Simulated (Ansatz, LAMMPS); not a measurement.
# Site preference of P in place of Si in amorphous Si at 2.15 g/cm^3 (80 atoms)

Aim: make P in place of Si at several sites of amorphous Si at 2.15 g/cm^3 (80 atoms), relax each, and compare their energies.

Calculated with Ansatz 0.2.0; Kohn-Sham DFT, PBE, PAW (set soft_2), plane waves.

## 1. Starting point

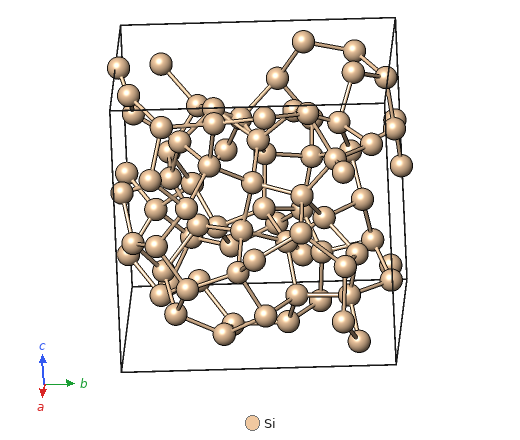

Start, viewed slightly off an axis; silicon light orange. Bonds to atoms that aren't drawn are left out. Some periodic images of atoms are drawn too.

The cell holds 80 atoms: 80 Si. Cell: a = 12.011 Å, b = 12.011 Å, c = 12.011 Å, α = 90.0°, β = 90.0°, γ = 90.0°. 80 atoms (80 Si) placed at random at 2.15 g/cm³, melted at 2500 K for 10 ps at fixed volume with the modified Tersoff potential (Kumagai, Izumi, Hara and Sakai, Comput. Mater. Sci. 39, 457 (2007)). Quenched from 2500 K to 300 K at 10 K/ps and fixed volume, annealed at 800 K for 20 ps, held 5 ps, then minimised at fixed cell.

What the set-up can't give: The quench rate of 10 K/ps far exceeds what a furnace or splat quench reaches, so expect more defects and frozen-in strain than in a real sample. The starting topology of bonds comes from the classical model, and needn't be the one that DFT or experiment would give. Only the Γ point is sampled, in a cell whose shortest periodic width is 12 Å.

## 2. Single point at the start

A single point comes first, to see the forces before anything moves.

input.yaml reads:

```yaml
crystal:
  lattice:
    - [12.0113, 0.0, 0.0]
    - [0.0, 12.0113, 0.0]
    - [0.0, 0.0, 12.0113]
  atoms:
    - { symbol: Si, position: [0.07678, 0.5656, 0.80585] }
    - { symbol: Si, position: [0.59024, 0.00952, 0.55135] }
    - { symbol: Si, position: [0.06834, 0.36622, 0.53476] }
    - { symbol: Si, position: [0.51212, 0.50897, 0.71436] }
    - { symbol: Si, position: [0.60436, 0.22822, 0.74537] }
    - { symbol: Si, position: [0.79979, 0.52312, 0.13484] }
    - { symbol: Si, position: [0.54828, 0.59815, 0.33448] }
    - { symbol: Si, position: [0.50801, 0.18308, 0.57615] }
    - { symbol: Si, position: [0.63521, 0.92626, 0.72561] }
    - { symbol: Si, position: [0.62556, 0.06573, 0.86453] }
    - { symbol: Si, position: [0.44298, 0.26771, 0.16007] }
    - { symbol: Si, position: [0.7463, 0.1939, 0.13367] }
    - { symbol: Si, position: [0.2891, 0.28231, 0.77905] }
    - { symbol: Si, position: [0.59537, 0.14888, 0.25067] }
    - { symbol: Si, position: [0.19, 0.37598, 0.20798] }
    - { symbol: Si, position: [0.24811, 0.99192, 0.6565] }
    - { symbol: Si, position: [0.06149, 0.13945, 0.02755] }
    - { symbol: Si, position: [0.47638, 0.8764, 0.46479] }
    - { symbol: Si, position: [0.35675, 0.83433, 0.61141] }
    - { symbol: Si, position: [0.67798, 0.49008, 0.60563] }
    - { symbol: Si, position: [0.00517, 0.99844, 0.43514] }
    - { symbol: Si, position: [0.51872, 0.38864, 0.01504] }
    - { symbol: Si, position: [0.86713, 0.13993, 0.43376] }
    - { symbol: Si, position: [0.0861, 0.94784, 0.08263] }
    - { symbol: Si, position: [0.21571, 0.24687, 0.45802] }
    - { symbol: Si, position: [0.69982, 0.04707, 0.39332] }
    - { symbol: Si, position: [0.09448, 0.85101, 0.90764] }
    - { symbol: Si, position: [0.00533, 0.62591, 0.10591] }
    - { symbol: Si, position: [0.534, 0.27826, 0.40208] }
    - { symbol: Si, position: [0.14816, 0.66999, 0.96584] }
    - { symbol: Si, position: [0.33838, 0.70012, 0.03777] }
    - { symbol: Si, position: [0.4825, 0.01134, 0.994] }
    - { symbol: Si, position: [0.24095, 0.68648, 0.55771] }
    - { symbol: Si, position: [0.38772, 0.85888, 0.92202] }
    - { symbol: Si, position: [0.48552, 0.80331, 0.76402] }
    - { symbol: Si, position: [0.24081, 0.64278, 0.35697] }
    - { symbol: Si, position: [0.503, 0.58835, 0.01435] }
    - { symbol: Si, position: [0.05433, 0.98458, 0.62662] }
    - { symbol: Si, position: [0.54206, 0.97149, 0.1745] }
    - { symbol: Si, position: [0.34234, 0.52246, 0.6066] }
    - { symbol: Si, position: [0.91539, 0.18019, 0.90341] }
    - { symbol: Si, position: [0.79166, 0.80051, 0.72406] }
    - { symbol: Si, position: [0.98886, 0.83866, 0.73764] }
    - { symbol: Si, position: [0.73946, 0.86176, 0.34292] }
    - { symbol: Si, position: [0.31499, 0.17269, 0.61391] }
    - { symbol: Si, position: [0.64936, 0.44169, 0.414] }
    - { symbol: Si, position: [0.18241, 0.43133, 0.69092] }
    - { symbol: Si, position: [0.75614, 0.67225, 0.57643] }
    - { symbol: Si, position: [0.67288, 0.82432, 0.16451] }
    - { symbol: Si, position: [0.39576, 0.90262, 0.28257] }
    - { symbol: Si, position: [0.06271, 0.22737, 0.20331] }
    - { symbol: Si, position: [0.37739, 0.71559, 0.23559] }
    - { symbol: Si, position: [0.22727, 0.15295, 0.92134] }
    - { symbol: Si, position: [0.38034, 0.5119, 0.40903] }
    - { symbol: Si, position: [0.71448, 0.36501, 0.04148] }
    - { symbol: Si, position: [0.4717, 0.34907, 0.82492] }
    - { symbol: Si, position: [0.34241, 0.12232, 0.07579] }
    - { symbol: Si, position: [0.34429, 0.33614, 0.33125] }
    - { symbol: Si, position: [0.62205, 0.74193, 0.44644] }
    - { symbol: Si, position: [0.95868, 0.8132, 0.15632] }
    - { symbol: Si, position: [0.24292, 0.00457, 0.20236] }
    - { symbol: Si, position: [0.90491, 0.55542, 0.92499] }
    - { symbol: Si, position: [0.87902, 0.24675, 0.26996] }
    - { symbol: Si, position: [0.0632, 0.6839, 0.64424] }
    - { symbol: Si, position: [0.98083, 0.50017, 0.408] }
    - { symbol: Si, position: [0.82324, 0.43082, 0.311] }
    - { symbol: Si, position: [0.63225, 0.63124, 0.157] }
    - { symbol: Si, position: [0.58007, 0.64727, 0.84425] }
    - { symbol: Si, position: [0.77201, 0.7065, 0.89512] }
    - { symbol: Si, position: [0.10244, 0.54106, 0.26034] }
    - { symbol: Si, position: [0.80714, 0.85936, 0.03036] }
    - { symbol: Si, position: [0.93494, 0.67192, 0.4922] }
    - { symbol: Si, position: [0.97213, 0.13418, 0.72075] }
    - { symbol: Si, position: [0.24048, 0.96862, 0.85047] }
    - { symbol: Si, position: [0.14123, 0.10585, 0.33848] }
    - { symbol: Si, position: [0.78044, 0.0591, 0.98511] }
    - { symbol: Si, position: [0.76502, 0.34019, 0.7028] }
    - { symbol: Si, position: [0.83711, 0.36765, 0.88668] }
    - { symbol: Si, position: [0.93263, 0.82762, 0.35851] }
    - { symbol: Si, position: [0.90856, 0.25816, 0.58907] }
kpoints:
  mp_grid: { grid: [1, 1, 1] }
hamiltonian:
  xc: pbe
scf:
  occupations: { method: fermi_dirac, width: 0.025 }
output:
  forces: true
```

Run with:

```bash
$ ansatz run input.yaml --threads 4 --pin off --max-ram 8192MiB --backend cpu --events-out ev --progress --plain --runs-dir out
```

Numbers of over 12 decimals in the logs are rounded to 6 here.

The log of the run:

```text
[...]
Pseudopotentials: kind: paw
Pseudopotential: Si, paw, valence charge 4, recommended cutoff 420 eV (normal), Si.paw.azcp
[... 5 lines on functional and potentials left out ...]
Crystal: 80 atoms, lattice volume = 1732.886 Å³
Basis set: ecut = 420 eV, 33833 PW (Γ), exchange–correlation on 162×162×162 points (8 copies of the dense FFT grid, shifted against one another)
Bands: 240, of which v1, the nominal top of the filled ones, is band 160 counted from 1 (159 counted from 0)
Symmetry: 1 space group operations
Space group: P1 (ITA 1), of the structure as read, at distance tolerance 1.2e-4 Å
k-points: 1
[... 3 lines on functional and potentials left out ...]
Initial density: superposition of atomic densities (neutral atoms: chi_scale 0, normalization atom), corrected by the library's trained network
Initial wavefunctions: pseudopotential atomic-orbital guess
[...]
SCF iter   1: F=—  HF=-50848.042104 eV  |F-HF|=—  |Δ(HF+E_count)|=         —  Δρ=3.13e-3  dr2=4.58e-1  ethr=1.77e-3  ⟨swp⟩=6.0  Hψ=1108  notcnv=0  defer=40
preconditioner: auto → Kerker (q_TF=auto, 2.059 Å⁻¹)  [metal: Δε(μ)=0.040 eV  Ē_g=7.479 eV  σ=0.025 eV  W_gap=0.38  n_scr=250 (ndim 8)  ℏωp=16.0 eV  f_vac=0.006  D(μ)=37.07/eV (n_scr^D=250)]
[...]
SCF iter  10: F=—  HF=-50848.012477 eV  |F-HF|=—  |Δ(HF+E_count)|=   2.22e-7  Δρ=1.05e-6  dr2=1.23e-7  ethr=1.95e-10  ⟨swp⟩=2.0  Hψ=260  notcnv=0  defer=64
SCF iter  11: F=-50848.012477 eV  HF=-50848.012477 eV  |F-HF|=8.66e-10  |Δ(HF+E_count)|=   5.49e-8  Δρ=4.40e-7  dr2=1.84e-8  ethr=3.13e-11  ⟨swp⟩=4.0  Hψ=706  notcnv=0
SCF 1 converged in 11 iterations: F = -50848.012477 eV  dr2 = 1.84e-8
[...]
SCF converged after 11 iterations
Free energy (F): -50848.012477 eV
Harris-Foulkes:  -50848.012477 eV  (|F-HF|=8.66e-10)
Internal energy: -50847.934330 eV  (E = F + TS)
E sigma→0 (E₀):  -50847.973403 eV
Entropy (-TS):   -0.078147 eV (-0.977 meV/atom)
Fermi energy:    5.630825 eV
--- Per-component energies (eV) ---
[...]
Σ components = -50848.012477   (vs F -50848.012477, Δ=0.00e0)
--- Forces (eV/Å), atoms counted from 1 ---
  atom   1  Si     0.23938377    -0.18306315    -0.35770130
  atom   2  Si    -0.16779592     0.04750225    -0.51854204
  atom   3  Si     0.15036223     0.15596123    -0.09794966
  atom   4  Si     0.14626062     0.04635341     0.11589498
[...]
atom  80  Si    -0.25250434    -0.19592281     0.28893399
  max |Σ_I F_I| component: 3.64e-5 eV/Å
```

Run time: 7.7 s. Hardware: 4 threads of Intel Xeon at 2.60GHz (Ice Lake), shared host; peak memory 1.6 GiB; 28 s of CPU time.

The r.m.s. force at the start is 0.22 eV/Å.

## 3. Relaxation

The atoms are relaxed in the fixed cell, aiming at the force tolerance of the input.

input.yaml reads:

```yaml
crystal:
  lattice:
    - [12.0113, 0.0, 0.0]
    - [0.0, 12.0113, 0.0]
    - [0.0, 0.0, 12.0113]
  atoms:
    [... the 80 atom lines of step 2 ...]
kpoints:
  mp_grid: { grid: [1, 1, 1] }
hamiltonian:
  xc: pbe
scf:
  occupations: { method: fermi_dirac, width: 0.025 }
output:
  forces: true
relax:
  f_tol: 0.05
  max_steps: 150
```

The log of the run:

```text
[...]
Crystal: 80 atoms, lattice volume = 1732.886 Å³
Basis set: ecut = 420 eV, 33833 PW (Γ), exchange–correlation on 162×162×162 points (8 copies of the dense FFT grid, shifted against one another)
Bands: 240, of which v1, the nominal top of the filled ones, is band 160 counted from 1 (159 counted from 0)
Symmetry: 1 space group operations
[...]
k-points: 1
[...]
SCF iter   1: F=—  HF=-50848.042104 eV  |F-HF|=—  |Δ(HF+E_count)|=         —  Δρ=3.13e-3  dr2=4.58e-1  ethr=1.77e-3  ⟨swp⟩=6.0  Hψ=1108  notcnv=0  defer=40
[...]
SCF iter   7: F=-50848.012462 eV  HF=-50848.012470 eV  |F-HF|=7.40e-6  |Δ(HF+E_count)|=   3.55e-5  Δρ=1.59e-5  dr2=2.71e-5  ethr=1.95e-8  ⟨swp⟩=2.0  Hψ=723  notcnv=0
SCF 1 converged in 7 iterations: F = -50848.012462 eV  dr2 = 2.71e-5
[...]
relax step   1: F+E_penalty+E_count = -50848.01246219 eV  Δ(F+E_penalty+E_count) = +0.000e0 eV  max|allowed force component| = 8.401e-1 eV/Å  Δτ_max = 0.0000 Å  (7 SCF iters, dr2 threshold 6.25e-5 eV, accepted)
[...]
relax step   2: F+E_penalty+E_count = -50848.97362829 eV  Δ(F+E_penalty+E_count) = -9.612e-1 eV  max|allowed force component| = 4.110e-1 eV/Å  Δτ_max = 0.1634 Å  (7 SCF iters, dr2 threshold 4.41e-5 eV, accepted)
[...]
relax step   3: F+E_penalty+E_count = -50849.26276005 eV  Δ(F+E_penalty+E_count) = -2.891e-1 eV  max|allowed force component| = 3.793e-1 eV/Å  Δτ_max = 0.2000 Å  (8 SCF iters, dr2 threshold 1.06e-5 eV, accepted)
relax step   4: F+E_penalty+E_count = -50849.53990099 eV  Δ(F+E_penalty+E_count) = -2.771e-1 eV  max|allowed force component| = 7.312e-1 eV/Å  Δτ_max = 0.1911 Å  (7 SCF iters, dr2 threshold 3.44e-5 eV, accepted)
relax step   5: F+E_penalty+E_count = -50849.82535353 eV  Δ(F+E_penalty+E_count) = -2.855e-1 eV  max|allowed force component| = 9.210e-1 eV/Å  Δτ_max = 0.1944 Å  (7 SCF iters, dr2 threshold 1.00e-4 eV, accepted)
relax step   6: F+E_penalty+E_count = -50850.09783725 eV  Δ(F+E_penalty+E_count) = -2.725e-1 eV  max|allowed force component| = 6.030e-1 eV/Å  Δτ_max = 0.1947 Å  (6 SCF iters, dr2 threshold 1.00e-4 eV, accepted)
relax step   7: F+E_penalty+E_count = -50850.33181485 eV  Δ(F+E_penalty+E_count) = -2.340e-1 eV  max|allowed force component| = 3.492e-1 eV/Å  Δτ_max = 0.1952 Å  (5 SCF iters, dr2 threshold 1.00e-4 eV, accepted)
relax step   8: F+E_penalty+E_count = -50850.47150224 eV  Δ(F+E_penalty+E_count) = -1.397e-1 eV  max|allowed force component| = 1.448e-1 eV/Å  Δτ_max = 0.2000 Å  (5 SCF iters, dr2 threshold 4.09e-5 eV, accepted)
relax step   9: F+E_penalty+E_count = -50850.49748782 eV  Δ(F+E_penalty+E_count) = -2.599e-2 eV  max|allowed force component| = 9.370e-2 eV/Å  Δτ_max = 0.0856 Å  (7 SCF iters, dr2 threshold 3.61e-6 eV, accepted)
relax step  10: F+E_penalty+E_count = -50850.50597564 eV  Δ(F+E_penalty+E_count) = -8.488e-3 eV  max|allowed force component| = 5.996e-2 eV/Å  Δτ_max = 0.0320 Å  (8 SCF iters, accepted)
relax step  11: F+E_penalty+E_count = -50850.50918869 eV  Δ(F+E_penalty+E_count) = -3.213e-3 eV  max|allowed force component| = 5.488e-2 eV/Å  Δτ_max = 0.0260 Å  (7 SCF iters, accepted)
relax step  12: F+E_penalty+E_count = -50850.51960013 eV  Δ(F+E_penalty+E_count) = -1.041e-2 eV  max|allowed force component| = 1.001e-1 eV/Å  Δτ_max = 0.0978 Å  (8 SCF iters, accepted)
relax step  13: F+E_penalty+E_count = -50850.54417120 eV  Δ(F+E_penalty+E_count) = -2.457e-2 eV  max|allowed force component| = 1.853e-1 eV/Å  Δτ_max = 0.1274 Å  (6 SCF iters, dr2 threshold 8.39e-6 eV, accepted)
relax step  14: F+E_penalty+E_count = -50850.59102778 eV  Δ(F+E_penalty+E_count) = -4.686e-2 eV  max|allowed force component| = 1.764e-1 eV/Å  Δτ_max = 0.1867 Å  (5 SCF iters, dr2 threshold 3.43e-5 eV, accepted)
relax step  15: F+E_penalty+E_count = -50850.64991294 eV  Δ(F+E_penalty+E_count) = -5.889e-2 eV  max|allowed force component| = 3.079e-1 eV/Å  Δτ_max = 0.1951 Å  (6 SCF iters, dr2 threshold 2.82e-5 eV, accepted)
relax step  16: F+E_penalty+E_count = -50850.69085432 eV  Δ(F+E_penalty+E_count) = -4.094e-2 eV  max|allowed force component| = 1.129e-1 eV/Å  Δτ_max = 0.1120 Å  (5 SCF iters, dr2 threshold 8.59e-5 eV, accepted)
relax step  17: F+E_penalty+E_count = -50850.70006348 eV  Δ(F+E_penalty+E_count) = -9.209e-3 eV  max|allowed force component| = 7.596e-2 eV/Å  Δτ_max = 0.0573 Å  (7 SCF iters, accepted)
relax step  18: F+E_penalty+E_count = -50850.70769754 eV  Δ(F+E_penalty+E_count) = -7.634e-3 eV  max|allowed force component| = 1.107e-1 eV/Å  Δτ_max = 0.1161 Å  (8 SCF iters, accepted)
relax step  19: F+E_penalty+E_count = -50850.71812102 eV  Δ(F+E_penalty+E_count) = -1.042e-2 eV  max|allowed force component| = 1.640e-1 eV/Å  Δτ_max = 0.1450 Å  (6 SCF iters, dr2 threshold 5.54e-6 eV, accepted)
relax step  20: F+E_penalty+E_count = -50850.72459083 eV  Δ(F+E_penalty+E_count) = -6.470e-3 eV  max|allowed force component| = 1.624e-1 eV/Å  Δτ_max = 0.1145 Å  (5 SCF iters, dr2 threshold 2.69e-5 eV, accepted)
relax step  21: F+E_penalty+E_count = -50850.73197343 eV  Δ(F+E_penalty+E_count) = -7.383e-3 eV  max|allowed force component| = 8.069e-2 eV/Å  Δτ_max = 0.0340 Å  (5 SCF iters, dr2 threshold 2.59e-5 eV, accepted)
relax step  22: F+E_penalty+E_count = -50850.73566842 eV  Δ(F+E_penalty+E_count) = -3.695e-3 eV  max|allowed force component| = 5.358e-2 eV/Å  Δτ_max = 0.0349 Å  (7 SCF iters, accepted)
relax step  23: F+E_penalty+E_count = -50850.74001376 eV  Δ(F+E_penalty+E_count) = -4.345e-3 eV  max|allowed force component| = 4.325e-2 eV/Å  Δτ_max = 0.0663 Å  (8 SCF iters, accepted)
relax step  24: F+E_penalty+E_count = -50850.74182686 eV  Δ(F+E_penalty+E_count) = -1.813e-3 eV  max|allowed force component| = 1.325e-1 eV/Å  Δτ_max = 0.1045 Å  (8 SCF iters, accepted)
relax step  25: F+E_penalty+E_count = -50850.74372009 eV  Δ(F+E_penalty+E_count) = -1.893e-3 eV  max|allowed force component| = 3.389e-2 eV/Å  Δτ_max = 0.0217 Å  (4 SCF iters, dr2 threshold 1.14e-5 eV, accepted)
[...]
relax step  26: F+E_penalty+E_count = -50850.74372546 eV  Δ(F+E_penalty+E_count) = -5.378e-6 eV  max|allowed force component| = 3.379e-2 eV/Å  Δτ_max = 0.0000 Å  (4 SCF iters, accepted)
SCF converged after 4 iterations
Free energy (F): -50850.743725 eV
[...]
Internal energy: -50850.741902 eV  (E = F + TS)
E sigma→0 (E₀):  -50850.742814 eV
Entropy (-TS):   -0.001824 eV (-0.023 meV/atom)
Fermi energy:    5.631577 eV
[...]
--- Forces (eV/Å), atoms counted from 1 ---
  atom   1  Si     0.00106396     0.00100050     0.00010118
  atom   2  Si    -0.00091738     0.00335642     0.00273309
  atom   3  Si     0.00329035    -0.00093438     0.00327299
  atom   4  Si    -0.00531157    -0.00110480    -0.00679183
  atom   5  Si    -0.00506479    -0.00115799    -0.00055872
  atom   6  Si     0.00783906     0.00349412    -0.00033149
  atom   7  Si    -0.00024668    -0.00031920     0.00016850
  atom   8  Si    -0.00289642     0.00394605    -0.00238319
  atom   9  Si    -0.00486069    -0.00711123    -0.00437390
  atom  10  Si     0.00507374     0.00082707     0.00441416
  atom  11  Si    -0.00418192    -0.00121665     0.00724489
  atom  12  Si    -0.00323476    -0.00415394    -0.00011768
  atom  13  Si    -0.00430960     0.00772733     0.00287573
  atom  14  Si    -0.00543124    -0.00693870    -0.00617821
[...]
atom  79  Si    -0.00108782    -0.00119426    -0.00018038
  atom  80  Si     0.00156212    -0.00183921    -0.00140994
  max |Σ_I F_I| component: 3.25e-5 eV/Å
--- Relaxed structure (26 steps of the walk, 26 accepted, 0 SCFs on fresh bases) ---
  F+E_penalty+E_count = -50850.74372546 eV   max|allowed force component| = 3.379e-2 eV/Å
  atoms:
    - { symbol: Si, position: [0.075780, 0.549647, 0.791902] }
    - { symbol: Si, position: [0.594224, 0.0070176, 0.558313] }
    - { symbol: Si, position: [0.074793, 0.365794, 0.527500] }
    - { symbol: Si, position: [0.511474, 0.511331, 0.714819] }
[...]
- { symbol: Si, position: [0.925089, 0.255676, 0.602625] }
```

The job ended after 1.9 min (4 threads; peak memory 1.6 GiB; 7.2 min of CPU time).

The relaxation converged after 26 steps, 2.73 eV below its start, with a largest force component of 0.034 eV/Å.

[end of part 1 of 3]

[Logs are printed without paths, hosts, clocks, repeated set-up lines and the standing remarks that a program may print on its own settings, such as how far it seeks lower states.]

[Hosts, paths, dates, database ids (printed as entryN), source tags and the programs' standing remarks are cut or masked in the printed files.]
